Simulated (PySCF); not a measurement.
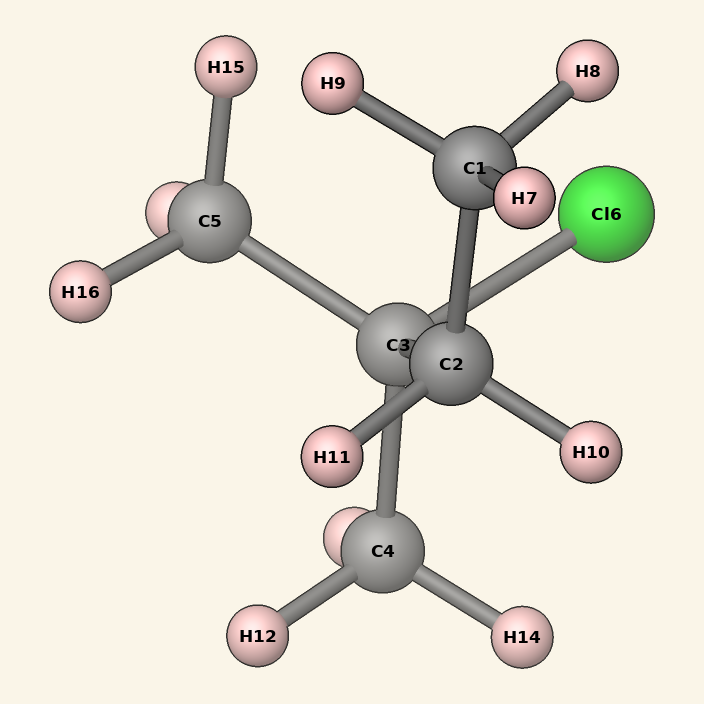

C3 lies behind C2. The molecule seen a little off the C2–C3 bond, C2 in front. Distant atoms are faded towards the background colour. Computed geometry: PBE0-D3(BJ)/def2-SVP optimisation. No frequency run is at hand to confirm it as a minimum.

Question: What is the torsion angle C1–C2–C3–Cl6? The sign is positive where the front bond must turn clockwise to cover the back bond.

Answer: 63°, synclinal (gauche). The bonds about C2–C3 are staggered.
